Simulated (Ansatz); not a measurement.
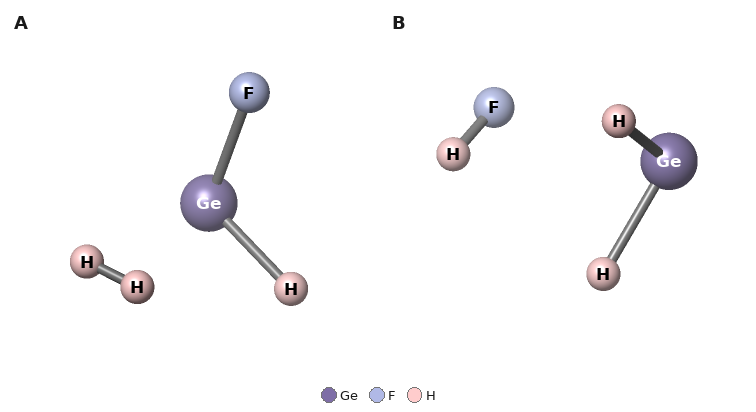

2 stationary structures of one formula. Geometries: PBE0-D4/def2-TZVP. Electronic energies: CAM-B3LYP-D4/def2-TZVPP (Ansatz 0.2.0), without zero-point energy.

> Which is lowest in energy, and by how much?

A is lowest (C1, a minimum); B lies 17.0 kcal/mol above it (C1, a minimum).

Give E(B) − E(A) in kcal/mol at these levels too: BLYP-D4/def2-TZVPP; r2SCAN0-D4/def2-TZVPP; ωB97X-V/def2-TZVPP; PBE0-D4/def2-TZVPP; CCSD(T)/CBS (MP2 limit from def2-TZVPP and def2-QZVPP plus CCSD(T) − MP2); PBE-QIDH (frozen core)/def2-TZVPP; SPW92 (LDA)/def2-TZVPP; RHF-MP2 (frozen core)/def2-QZVPP.

| level | E(B) − E(A) (kcal/mol) |
| --- | --- |
| BLYP-D4/def2-TZVPP | +19.5 |
| r2SCAN0-D4/def2-TZVPP | +15.4 |
| ωB97X-V/def2-TZVPP | +16.7 |
| PBE0-D4/def2-TZVPP | +15.4 |
| CCSD(T)/CBS (MP2 limit from def2-TZVPP and def2-QZVPP plus CCSD(T) − MP2) | +15.9 |
| PBE-QIDH (frozen core)/def2-TZVPP | +15.0 |
| SPW92 (LDA)/def2-TZVPP | +15.4 |
| RHF-MP2 (frozen core)/def2-QZVPP | +17.0 |
